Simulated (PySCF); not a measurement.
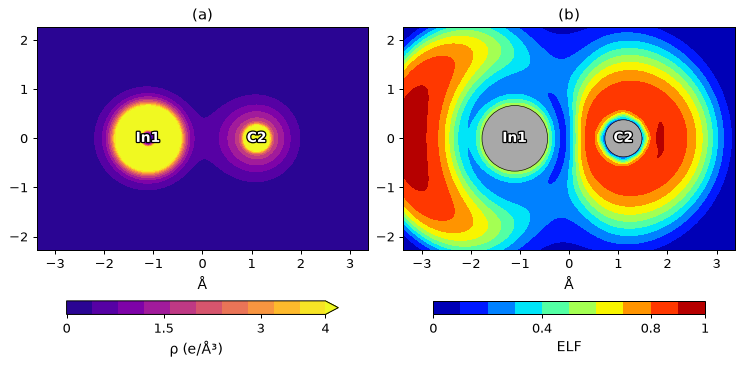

Figure. InC (quartet). (a) electron density; (b) electron localisation function on a plane that holds the molecular axis. Grey discs cover the atomic cores in the ELF map.

Core potentials replace the inner electrons of In.

Theory: PySCF 2.14.0, PBE0/cc-pVTZ(-PP), non-relativistic Hamiltonian with scalar-relativistic core potentials where named, at a bond length of 2.210 Å.

### Interpret the plot.

The section cuts through In and C sites. C–In (2.21 Å): ρ at the midpoint is about 0.53 e/Å³; the ELF peaks at about 0.85 in the valence shell of C, 0.7 Å from its nucleus, and drops to about 0.20 between the two atoms. The ELF also peaks beside C2, away from the bonds: non-bonding electrons, paired or unpaired.
